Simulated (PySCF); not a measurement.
# C2H10SSi4 (SMILES CC(=S)[SiH]1[SiH2][SiH2][SiH2]1): what the fields show

```xyz
17

C    -2.9535   -0.9232    0.1031
C    -1.4676   -0.9070    0.0606
S    -0.6187   -2.3107    0.0319
Si   -0.5000    0.7067    0.0379
Si    1.0915    0.6072   -1.7188
Si    2.7982    0.2750   -0.1207
Si    1.2470    0.5665    1.6366
H    -3.3470   -1.9373    0.0622
H    -3.2966   -0.4420    1.0203
H    -3.3524   -0.3457   -0.7315
H    -1.5515    1.7419    0.0929
H     0.8653   -0.4128   -2.7464
H     1.1689    1.8571   -2.4896
H     3.4856   -1.0195   -0.1644
H     3.9078    1.2397   -0.1663
H     1.3968    1.7972    2.4290
H     1.1193   -0.4809    2.6533
```

Geometry: GFN2-xTB.

Method: PySCF 2.14.0, PBE0/pcSseg-1, SCF density, gas phase, non-relativistic.

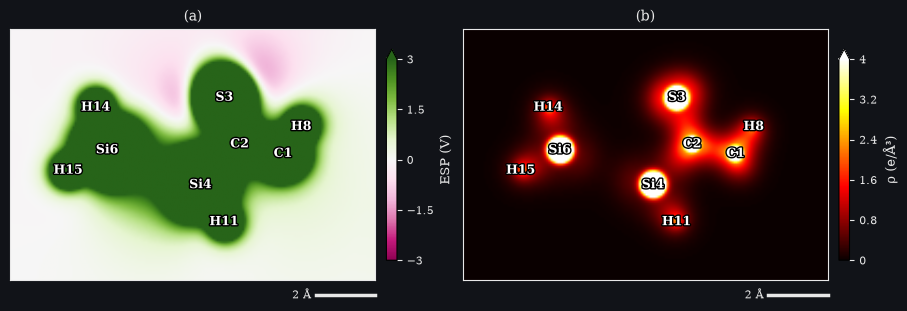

Figure 1. (a) electrostatic potential; (b) electron density on the plane of atoms H14, Si6 and H15.

Read the bonding off the picture.

Answer.
- The plane passes through C, S, Si and H nuclei.
- C–C (1.49 Å): ρ is about 1.7 e/Å³ halfway.
- C–S (1.64 Å): ρ is about 1.6 e/Å³ halfway.
- C–Si (1.88 Å): ρ at the midpoint is about 0.93 e/Å³.
- C–H (1.09 Å): ρ is about 2 e/Å³ halfway.
- Si–H (1.48 Å): ρ at the midpoint is about 0.78 e/Å³.
- Outside the dense part of the molecule the potential is most negative (−1.2 V) near S3.

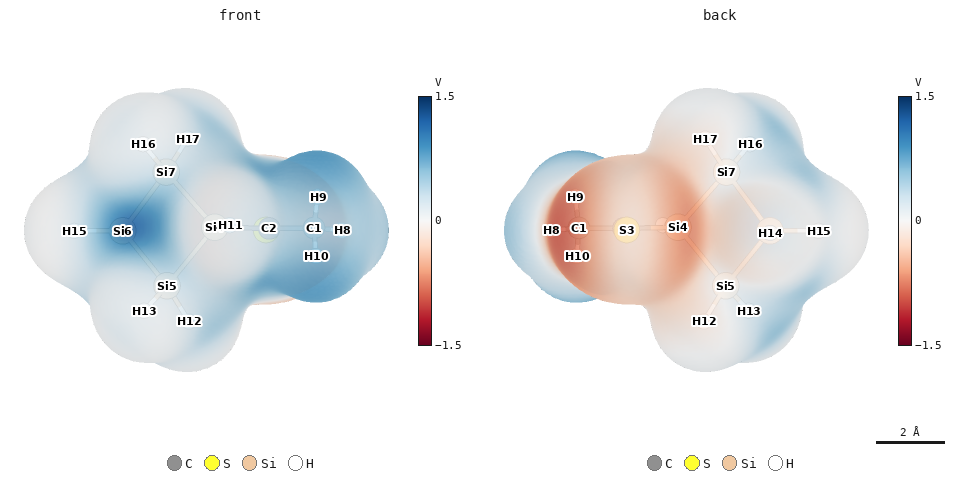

Figure 2. The electrostatic potential painted on the density surface at 0.001 e/bohr³, seen from the front and from behind; red is negative and blue positive.

Which sites attract a positive test charge, and which a negative one?

Answer. A positive charge is drawn to the negative regions and a negative charge to the positive ones. The most negative region (about −0.9 V) lies over S3, the most positive (about +1.1 V) over Si4, Si5, Si6 and Si7.

How polar is the molecule by this calculation?

Answer. Its dipole moment is 1.94 D.
